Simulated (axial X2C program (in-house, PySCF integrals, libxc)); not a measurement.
# NB⁺: EOM-IP-CCSD levels

Aim: EOM-IP-CCSD levels of NB⁺, with spin–orbit coupling in the Hamiltonian from the start.

The runs use an in-house X2C program for linear molecules on PySCF integrals; two-component X2C with atomic mean-field terms, N dyall-av3z, B dyall-v3z.

All values are calculated.

### 1 The job

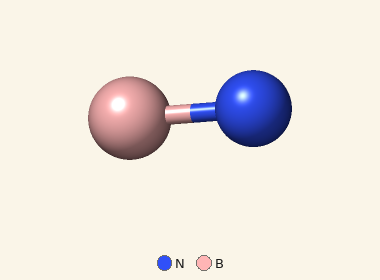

The two atoms at 1.380 Å (nitrogen blue, boron pink).

task.json

```json
{"zs": [7, 5], "q": 1, "bas": ["dyall-av3z", "dyall-v3z"], "r0": 1.38, "eom": "ip", "rq": 0, "thr": -2.0, "nmax": 95, "grid": [1, 0.96, 1.045, 0.92, 1.09, 1.15]}
```

Keys: zs atomic numbers; q charge; bas basis sets; r0 starting distance in Å; eom kind of EOM run; thr threshold in hartree for freezing inner shells (an s shell follows its p shell); nmax most natural virtual spinors; grid distances as factors.

On the command line:

```
$ python soeom.py task.json out
```

The runs that follow: EOM-IP-CCSD at 1.316 Å.

Q: Predict the outcome of this session. Wanted: next root led by one particle; T1 of the reference; lowest state, Re and ωe.

As calculated:

| quantity | value |
| --- | --- |
| lowest root at 1.316 Å | Ω = 3/2, 11.818 eV |
| next root led by one particle | Ω = 1/2, about 50 cm⁻¹ higher |
| T1 of the reference | 0.058 |
| lowest state, Re and ωe | 1.346 Å, 1392 cm⁻¹ |

**Reading.** Removing an electron from the reference determinant of NB costs 11.82 eV and empties a spinor of 62% N pπ, 32% B pπ. The closed-shell reference lies 0.95 eV above the lowest determinant found, so these energies count from an excited configuration. Errors of 0.1 to 0.3 eV are usual at this size, and roots led by higher excitations are left out, so the list is incomplete, and low states of that kind can be missing. T1 or the largest double amplitude of the reference is raised, which lowers the reliability. The bond is 0.067 Å longer than in the closed-shell reference at CCSD (1.280 Å).
